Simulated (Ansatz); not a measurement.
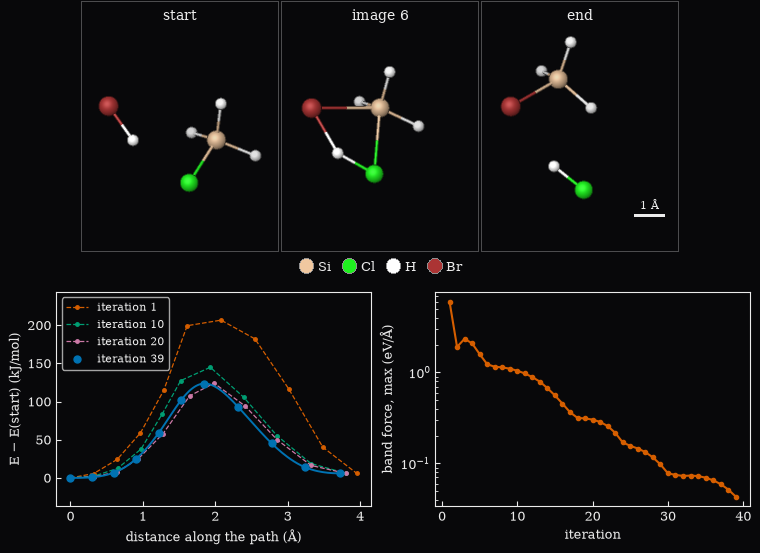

A search for the minimum-energy path of SiH4BrCl, made up at the start of SiH3Cl and HBr by the nudged elastic band. Images are numbered from 0 (start) to 10 (end). The plot follows the band through its iterations. A ball-and-stick model, seen at a tilt.

The calculation used RKS PBE/def2-SVP in Ansatz. Set-up: 9 movable images; climbing image; force threshold 0.05 eV/Å; iteration limit 60; optimiser FIRE; largest step 0.5 Å; starting path through a guess of the saddle point.

Question: Did the band converge, and can the barrier be trusted?

Answer: The run is converged, with reservations. The band converged in 39 iterations. The largest component of the band force went from 6 to 0.043 eV/Å. The climbing image converged on the top of the path. Its curvatures weren't checked. The step length is far from the usual. The first iteration put the highest image at 206.7 kJ/mol. The energy climbs by 123.6 kJ/mol to image 6 and then falls by 117.6 kJ/mol, so the end point sits at +6.0 kJ/mol.

Limits of the set-up: the start holds two separate molecules, 2.4 Å apart at their closest, whose relative position is a soft coordinate and is computed without a dispersion correction.

Cost: 6.5 min on 2 threads of Arm Neoverse V2, on a shared host, peak memory 0.17 GiB.
